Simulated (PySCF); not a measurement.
# NMR shielding calculation, with input and output: C₈H₁₀O₃

System: C₈H₁₀O₃, SMILES CC(=O)O[C@@H]1CCC=CC1=O.
Method: GIAO PBE0/6-31G* NMR shielding, non-relativistic, gas phase (PySCF 2.14.0).

The geometry comes from this level: GFN2-xTB. Figures and captions count atoms from 1; the log counts them from 0 in places.

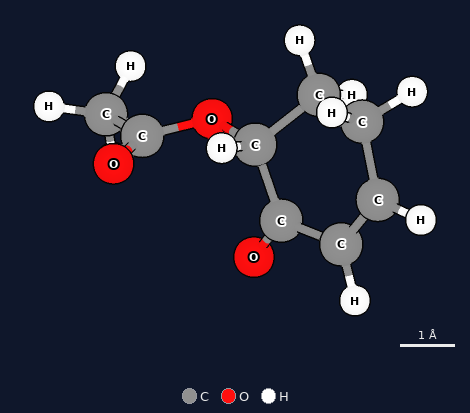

*The structure as given in the input (ball-and-stick view, seen at a tilt).*

Bond lengths as drawn: C–C 1.33 to 1.53 Å, C–H 1.08 to 1.10 Å and C–O 1.20 to 1.42 Å.

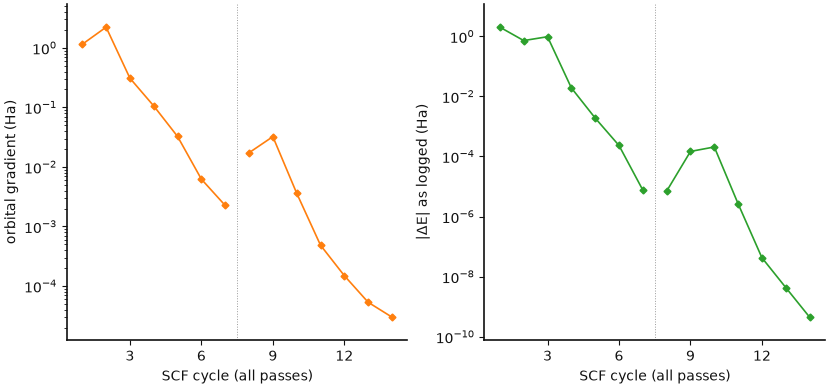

*Convergence of the self-consistent field: orbital gradient and size of the energy change against the SCF cycle. The dotted line marks the change from a coarse to the final integration grid.*

The first 7 cycles use a coarse grid, the final grid takes over at cycle 8, and the field converges after 14 cycles in all.

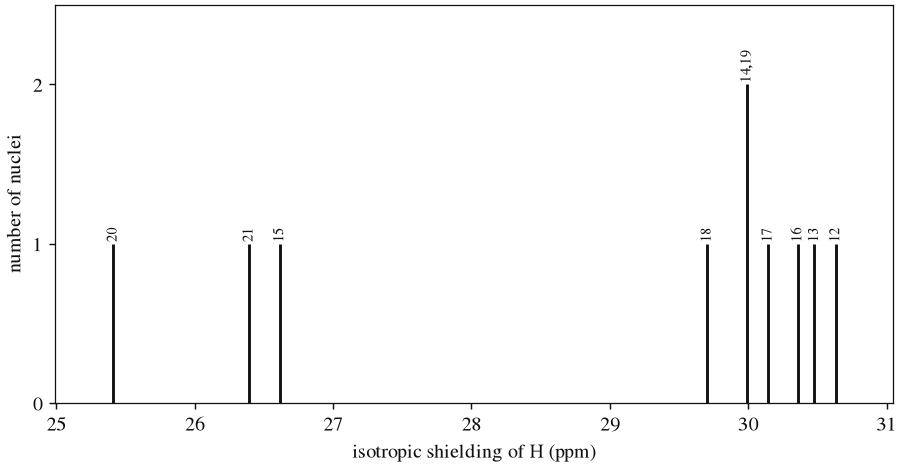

*Isotropic shieldings of the hydrogen nuclei in this fixed geometry, labelled by atom number; shielding grows to the right, so chemical shift grows to the left.*

The least shielded is H20 (25.4 ppm), the most shielded H12 (30.6 ppm).

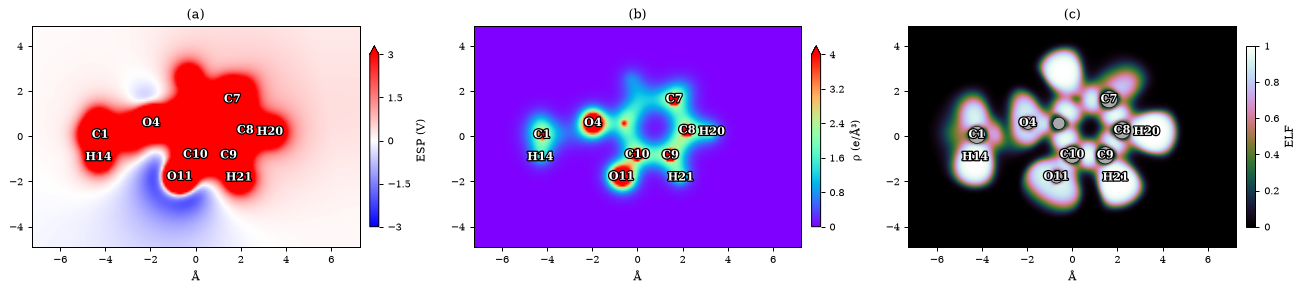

*(a) molecular electrostatic potential; (b) electron density; (c) ELF on the plane of atoms C10, C9 and H21. Grey discs, where drawn, cover atomic cores.*

The section cuts through C, O and H sites.

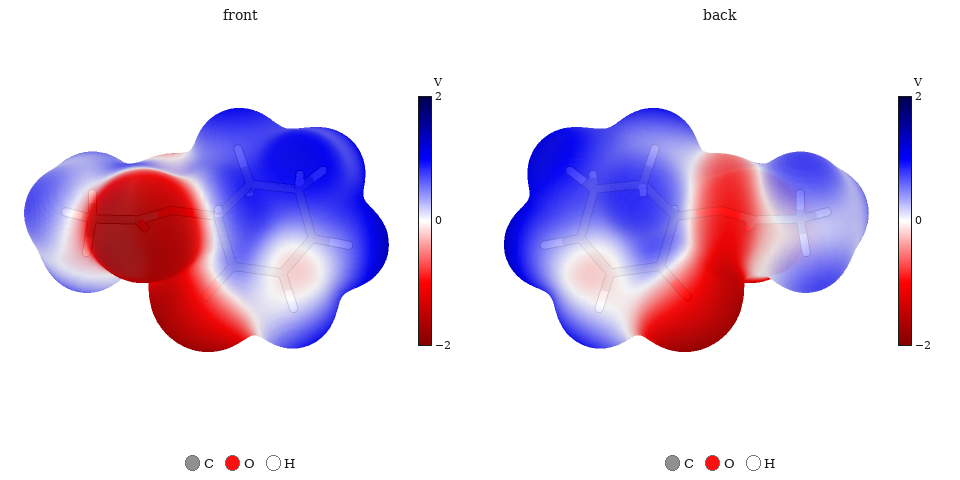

*The molecular electrostatic potential painted on the density surface at 0.002 e/bohr³, seen face on and from behind; red is negative and blue positive.*

A positive charge is drawn to the negative regions and a negative charge to the positive ones.

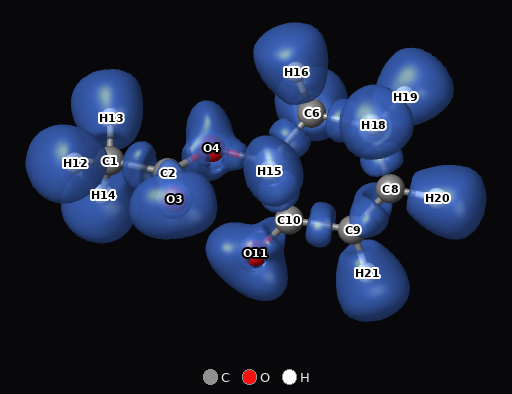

*Isosurface of the ELF at 0.75 (blue), seen at a tilt. Core shells and regions of very low density are left out.*

Profiles from the grid: C–O (1.20 Å): the ELF peaks at about 0.85 between the atoms; a multiple bond by its length, whose ELF region spreads away from the axis. C–C (1.33 Å): the ELF peaks at about 0.95 between the atoms (a multiple bond by its length, whose ELF region spreads away from the axis).

The input and output of the run follow.

Input file
```
{"job": {"xc": "PBE0", "basis": "6-31G*", "kind": "nmr", "pop": true}, "charge": 0, "multiplicity": 1}
C      3.575816    -0.478063    -0.451744
C      2.354336     0.001105     0.280972
O      2.348913     0.763174     1.209967
O      1.245712    -0.554284    -0.233312
C      0.003392    -0.055760     0.243205
C     -1.066710    -1.136127     0.150810
C     -2.373269    -0.600959     0.730068
C     -2.711086     0.739994     0.171805
C     -1.822511     1.534910    -0.422514
C     -0.408882     1.171962    -0.573692
O      0.374153     1.780172    -1.261557
H      4.447690    -0.394744     0.189854
H      3.435106    -1.500350    -0.789247
H      3.715180     0.159969    -1.322661
H      0.133914     0.276226     1.286120
H     -0.737392    -2.026151     0.688835
H     -1.202526    -1.404592    -0.898878
H     -2.284213    -0.505059     1.818185
H     -3.189152    -1.299959     0.535378
H     -3.740541     1.056626     0.273176
H     -2.106852     2.488851    -0.842257
```

The first line tells a small driver script what to run in PySCF; the rest is the geometry in Å.

Launch command:
```bash
OMP_NUM_THREADS=1 python <driver script> task.json out
```

The program's output
```
coarse grid: 18152 points
cycle   1  E = -535.7599059438  dE =  2.015e+00  |g| = 1.146e+00  |ddm| = 4.525e+00
cycle   2  E = -535.0391370680  dE =  7.208e-01  |g| = 2.222e+00  |ddm| = 3.082e+00
cycle   3  E = -536.0078829689  dE = -9.687e-01  |g| = 3.091e-01  |ddm| = 2.367e+00
cycle   4  E = -536.0270470035  dE = -1.916e-02  |g| = 1.057e-01  |ddm| = 3.585e-01
cycle   5  E = -536.0289436389  dE = -1.897e-03  |g| = 3.248e-02  |ddm| = 9.515e-02
cycle   6  E = -536.0291753502  dE = -2.317e-04  |g| = 6.230e-03  |ddm| = 3.079e-02
cycle   7  E = -536.0291829292  dE = -7.579e-06  |g| = 2.254e-03  |ddm| = 7.085e-03
final grid: 177008 points
cycle   8  E = -535.9319911244  dE = -7.011e-06  |g| = 1.729e-02  |ddm| = 3.354e-02
cycle   9  E = -535.9318442603  dE =  1.469e-04  |g| = 3.225e-02  |ddm| = 4.060e-02
cycle  10  E = -535.9320511220  dE = -2.069e-04  |g| = 3.623e-03  |ddm| = 2.856e-02
cycle  11  E = -535.9320537705  dE = -2.648e-06  |g| = 4.855e-04  |ddm| = 3.119e-03
cycle  12  E = -535.9320538129  dE = -4.241e-08  |g| = 1.494e-04  |ddm| = 4.841e-04
cycle  13  E = -535.9320538172  dE = -4.321e-09  |g| = 5.339e-05  |ddm| = 1.772e-04
cycle  14  E = -535.9320538177  dE = -4.472e-10  |g| = 3.005e-05  |ddm| = 6.783e-05
converged SCF energy = -535.9320538177

GIAO shielding tensors (ppm)
atom      isotropic    diamagn.    paramagn.     s11        s22        s33       span
  0 C      175.211     253.057     -77.846    155.392    168.989    201.252     45.860
  1 C       35.679     243.946    -208.267    -56.045     72.488     90.596    146.641
  2 O      -53.059     401.858    -454.918   -315.102   -167.494    323.418    638.520
  3 O      144.545     401.231    -256.687     -6.248    210.826    229.055    235.303
  4 C      123.592     251.137    -127.544     99.875    116.975    153.927     54.052
  5 C      166.262     249.900     -83.638    146.449    172.079    180.257     33.808
  6 C      168.531     248.534     -80.003    159.653    169.597    176.342     16.690
  7 C       53.241     253.971    -200.730    -58.655     48.783    169.596    228.251
  8 C       72.497     255.752    -183.256    -17.277     81.839    152.927    170.204
  9 C       11.225     249.359    -238.134    -65.609    -15.744    115.029    180.638
 10 O     -251.866     399.577    -651.443   -831.311   -310.926    386.640   1217.951
 11 H       30.631      27.501       3.130     26.835     29.045     36.015      9.180
 12 H       30.478      30.257       0.220     26.258     30.825     34.349      8.090
 13 H       29.966      29.018       0.948     26.606     28.785     34.508      7.902
 14 H       26.614      34.453      -7.839     21.845     26.953     31.042      9.197
 15 H       30.357      32.385      -2.028     25.392     30.076     35.604     10.212
 16 H       30.142      33.055      -2.913     26.013     29.998     34.416      8.403
 17 H       29.702      30.577      -0.875     26.031     28.246     34.829      8.798
 18 H       30.012      29.570       0.443     25.459     28.416     36.162     10.702
 19 H       25.409      26.905      -1.496     23.544     24.392     28.292      4.747
 20 H       26.392      27.980      -1.588     24.798     25.523     28.855      4.057
```

Key numbers

- outcome: converged
- total energy: −535.932054 hartree
- HOMO: −7.01 eV
- LUMO: −1.35 eV
- dipole moment: 4.13 D
- isotropic shielding, C: 11.2 to 175.2 ppm
- isotropic shielding, O: −251.9 to 144.5 ppm
- isotropic shielding, H: 25.4 to 30.6 ppm
- hardware: 1 CPU thread, shared host
- wall time: 31 s
- peak memory: 0.87 GiB
